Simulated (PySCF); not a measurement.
# [PtH5]-: relaxation and vibrations of the singlet

Aim: relax [PtH5]- as a singlet from a trigonal bipyramidal start, check by its vibrations whether the end is a minimum, and collect its spectrum and constants.

Method: PBE0, basis Pt def2-TZVPD with ECP60, H def2-TZVPD, scalar-relativistic core potentials, no spin–orbit coupling, density fitting; program: PySCF 2.14.0.

**1. The system as given**

6 atoms, charge -1, spin multiplicity 1.

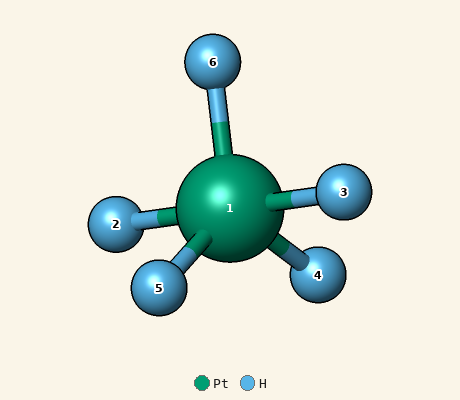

As it starts; platinum teal, hydrogen blue; atoms are numbered from 1 in the order of the file.

```xyz
6
charge -1 multiplicity 1
Pt    0.0000    0.0000    0.0000
H     0.0000    0.0000    1.5500
H     0.0000    0.0000   -1.5500
H     1.5500    0.0000    0.0000
H    -0.7750    1.3423    0.0000
H    -0.7750   -1.3423    0.0000
```

**2. Relaxing the singlet from the trigonal bipyramidal start**

The steps below are one call of a driver around PySCF. For each, scf.py gives the equivalent set-up of the SCF; relaxations use the driver's own optimiser. Before each start the driver seeks the lowest SCF state from one or more starting densities and follows internal instabilities, so scf.py alone need not reach the same state.

The program finds D3h symmetry in the start, which this walk keeps. Threshold on the gradient: 0.0003 Eh/bohr, with a further test on the energy change.

scf.py

```python
from pyscf import gto, scf, dft
mol = gto.M(atom='''
Pt     0.000000    -0.000000     0.000000
H      0.000000     0.000000     1.550000
H     -0.000000    -0.000000    -1.550000
H      1.549977     0.000020    -0.000000
H     -0.775006     1.342310     0.000000
H     -0.774972    -1.342330     0.000000''',
    basis={'Pt': 'def2-TZVPD', 'H': 'def2-TZVPD'},
    ecp={'Pt': 'def2-TZVPD'},
    charge=-1, spin=0)
mf = dft.RKS(mol, xc='PBE0')
mf.grids.atom_grid = (50, 194)
aux = {'Pt': 'def2-universal-JKFIT', 'H': 'def2-universal-JKFIT'}
mf = mf.density_fit(auxbasis=aux)
mf.kernel()
```

The runs that follow: Relaxing without the symmetry constraint; Vibrations and properties at this point; Downhill along the imaginary mode; Is it a minimum? Harmonic modes.

What does the calculation give? Wanted: minimum; geometry; wavenumbers; dipole moment; highest occupied, lowest empty level; polar-tensor charge of Pt1; zero-point energy.

As calculated:

| quantity | value |
| --- | --- |
| minimum | singlet, C2v |
| geometry | H–H 0.966 Å, Pt–H 1.595 Å, Pt–H 1.649 Å (×2), Pt–H 1.677 Å (×2); H–H–Pt 73.3° (×2), H–Pt–H 33.5°, H–Pt–H 80.2° (×2), H–Pt–H 83.1° (×2), H–Pt–H 113.7° (×2), H–Pt–H 163.3° (×2) |
| wavenumbers (cm⁻¹) | 560 (a2), 580 (b2), 641 (a1), 686 (b1), 740 (b1), 804 (b2), 948 (a1), 1744 (b2), 2009 (b2), 2072 (a1), 2173 (a1), 2279 (a1) |
| dipole moment (centre of mass) | 1.66 D |
| highest occupied, lowest empty level | -1.19, 3.57 eV |
| polar-tensor charge of Pt1 | -0.61 e |
| zero-point energy | 91.1 kJ/mol |
| entropy at 298.15 K | 254.1 J/(mol K) |

What this shows: From D3h at the start the molecule goes to a C2v minimum, after a stop at a saddle point 18.5 kJ/mol higher, from which it was pushed off along an imaginary mode. The strongest infrared band lies at 1744 cm⁻¹ (b2). Only this shape and spin were tried, so other structures or states may lie lower. With an element this heavy the missing spin–orbit coupling can shift these numbers.
